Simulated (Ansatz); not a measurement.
**Pressure series in Ti2InC**

The parent structure is Ti₂InC (space group P6_3/mmc, No. 194; a = 3.108 Å, c = 14.032 Å; a cell from a computed database, its experimental status unchecked).

Cell and atoms are relaxed at each pressure.

The values are results of plane-wave PAW DFT at the PBEsol level (Ansatz, a quantum-chemistry and plane-wave program, 420 eV), no SOC, not measurements.

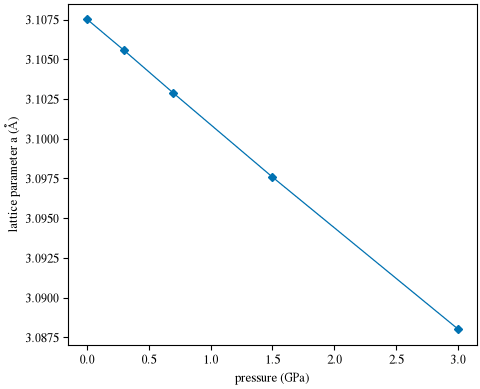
*Lattice parameter a against pressure*

Q: From the plot, what is the lattice parameter a for pressure 0.3 GPa?

A: About 3.106 Å.

Q: Is the trend monotonic over the range shown?

A: Yes, it falls throughout, spanning 3.088 Å to 3.108 Å.

Load acts through the strain it causes; cell and atoms are relaxed under it. No phonon test of stability was made. The final runs are not spin-polarised.
